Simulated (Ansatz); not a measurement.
The relaxed structure here is a generated cell of Ir: the first start was made by a random draw of sites in a space group, and the end was not matched to a known phase here, so it may be hypothetical. Known forms of Ir include space group No. 225.

The end point of a relaxation of Ir. Space group Pm-3m (No. 221), AFLOW prototype A_cP1_221_a (A_h). All values below come from PBEsol (plane waves to 420 eV, PAW, scalar-relativistic; Ansatz, a first-principles code).

Space group Pm-3m (No. 221); a = b = c = 2.541 Å, α = β = γ = 90.00°

```csv
atom,site,symmetry,x,y,z
Ir,1b,m-3m,0.5000,0.5000,0.5000
```

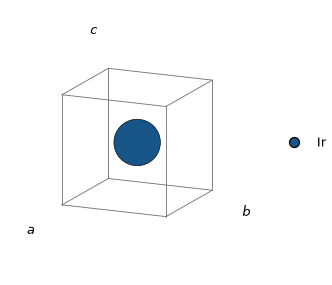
Figure. The conventional cell of the relaxed structure

* **Volume per atom**: 16.40 Å³
* **Density**: 19.47 g/cm³
* **Band gap**: zero (metallic)
* **Shortest distances**: Ir–Ir 2.54 Å
* **k-mesh**: 18×18×18

Band energies at high-symmetry points (eV from the Fermi level; labels of this space group; no spin-orbit coupling), from −5 eV up to 1.1 eV:

```tsv
point	energies
Γ	–
X	-1.53 -1.53 -1.06
M	-4.90 -0.97 -0.97
R	–
```

No spin polarisation in the result.

The run could not lose the symmetry of its start, so the end can be a saddle point.
